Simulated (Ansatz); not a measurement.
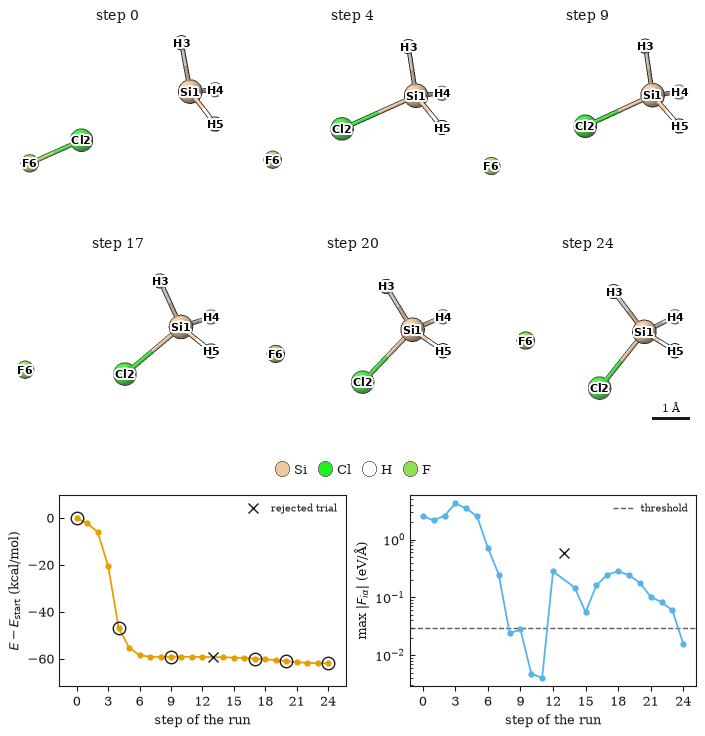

Frames of a relaxation of SiH$_{3}$ClF (multiplicity 2), marked on the history of the run. Style: ball-and-stick. Shown from a free direction.

The run prepares an end point of a later path (reaction) calculation, from a guessed geometry.

Method: Ansatz 0.2.0, UKS BHLYP-D4/def2-SVP.

Input
```yaml
crystal:
  periodic: [false, false, false]
  atoms:
    - { symbol: Si, position_ang: [9.0e-05, 0.0, -0.313002] }
    - { symbol: Cl, position_ang: [0.000319, 0.0, 3.012873] }
    - { symbol: H, position_ang: [1.417924, 0.0, -0.729809] }
    - { symbol: H, position_ang: [-0.708463, 1.227681, -0.7311] }
    - { symbol: H, position_ang: [-0.708463, -1.227681, -0.7311] }
    - { symbol: F, position_ang: [-8.0e-06, 0.0, 4.593539] }
magnetization:
  spin_polarized: true
  initial_magnetization: 1
basis:
  gaussian: { orbitals: def2-SVP }
hamiltonian:
  xc: { name: BHLYP }
  dispersion: d4
relax:
  f_tol: 0.03
  max_steps: 50
```

Command:
```bash
ansatz run input.yaml --threads 1 --pin off --max-ram 2048MiB --backend cpu --events-out ev --progress --plain --runs-dir out
```

What happens along the run?

Answer. The energy falls by 61.9 kcal/mol in 23 accepted moves (24 points after the start). Largest force component: 2.5 eV/Å at the start, 0.016 eV/Å at the end. The line search rejected the trial step at point 13 of the run. The forces were under the threshold at step 8, but the run went on from there. The atom that moves furthest after the best rigid fit is F6 (1.67 Å). By element the largest moves are F 1.67 Å, Cl 1.45 Å, H 1.21 Å, Si 0.57 Å. Some distances before and after: Si1–Cl2 3.326 → 2.082 Å, Cl2–F6 1.581 → 2.478 Å, Si1–H3 1.478 → 1.471 Å. New bonds form, among them: Si1–Cl2 (3.33 → 2.08 Å). Bonds break, among them: Cl2–F6 (1.58 → 2.48 Å). The run took 3.1 min on 1 thread of Arm Neoverse V1, on a shared host, peak memory 0.17 GiB. From step 0 to 4: Cl2 moves most (0.78 Å), energy −46.8 kcal/mol. From step 4 to 9: F6 moves most (0.49 Å), energy −12.3 kcal/mol. From step 9 to 17: Cl2 moves most (0.69 Å), energy −0.76 kcal/mol. From step 17 to 20: F6 moves most (0.59 Å), energy −1.10 kcal/mol. From step 20 to 24: F6 moves most (0.53 Å), energy −0.87 kcal/mol.

```tsv
step	E − E(0), kcal/mol	largest force component, eV/Å	note
0	0.00	2.5440	
1	-2.25	2.1564	
2	-6.00	2.5913	
3	-20.46	4.2333	
4	-46.82	3.4821	
5	-55.24	2.5303	
6	-58.48	0.7179	
7	-59.11	0.2485	
8	-59.16	0.0239	
9	-59.16	0.0279	
10	-59.16	0.0048	
11	-59.16	0.0041	
12	-59.20	0.2811	
13	-59.17	0.5893	rejected
14	-59.34	0.1482	
15	-59.48	0.0557	
16	-59.67	0.1627	
17	-59.91	0.2471	
18	-60.20	0.2837	
19	-60.59	0.2430	
20	-61.01	0.1792	
21	-61.41	0.1026	
22	-61.75	0.0827	
23	-61.86	0.0598	
24	-61.88	0.0158
```

Limits of the set-up: the start holds two separate molecules, 3.3 Å apart at their closest, whose relative position is a soft coordinate.
